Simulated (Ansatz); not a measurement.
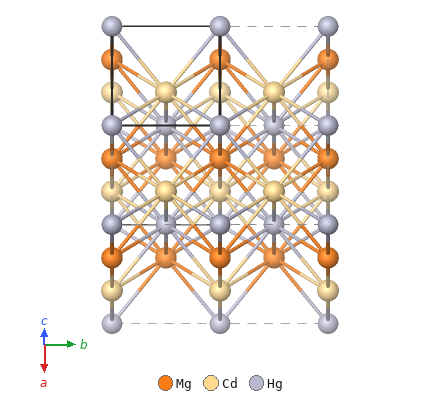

The structure, seen along [101]; the drawing may span several cells.

Structure (in its standard cell), the end point of a relaxation with Ansatz, DFT PBE, scalar-relativistic, plane waves, PAW; the starting structure was generated, so it need not be a known form of this composition:

```yaml
crystal:
  lattice:
    - [3.87604, 0.00000, 0.00000]
    - [0.00000, 3.87604, 0.00000]
    - [0.00000, 0.00000, 8.92700]
  atoms:
    - { symbol: Mg, position: [0.50000, 0.50000, 0.16537] }
    - { symbol: Cd, position: [0.00000, 0.00000, 0.33401] }
    - { symbol: Hg, position: [0.00000, 0.00000, 0.00063] }
    - { symbol: Mg, position: [0.00000, 0.00000, 0.66537] }
    - { symbol: Cd, position: [0.50000, 0.50000, 0.83401] }
    - { symbol: Hg, position: [0.50000, 0.50000, 0.50063] }
```

What does the kinematic electron diffraction pattern along [101] look like at 200 kV (B = 0.8 Å²)?

The spots form a rectangular net whose two shortest vectors correspond to d = 3.56 Å and 1.94 Å, 90.0° apart. They are 1 0 -1 and 0 2 0. The pattern has symmetry 2mm. The lattice centring (I) removes all reflections that break h + k + l = 2n.

Strongest reflections with d > 0.80 Å, one of each family (|F|² from tabulated Gaussian fits of the electron scattering factors, times a small damping for the curvature of the Ewald sphere):

| hkl | d (Å) | I (strongest = 100) |
| --- | --- | --- |
| 0 2 0 | 1.938 | 100 |
| 3 0 -3 | 1.185 | 32 |
| 3 2 -3 | 1.011 | 19 |
| 1 0 -1 | 3.555 | 19 |
| 0 4 0 | 0.969 | 17 |
| 2 0 -2 | 1.778 | 10 |

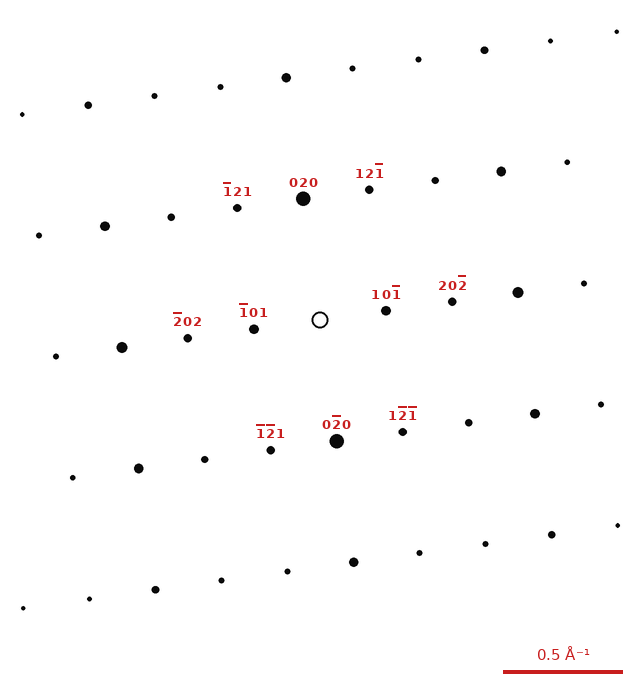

Calculated pattern, seen from the source side with [101] pointing towards the source.
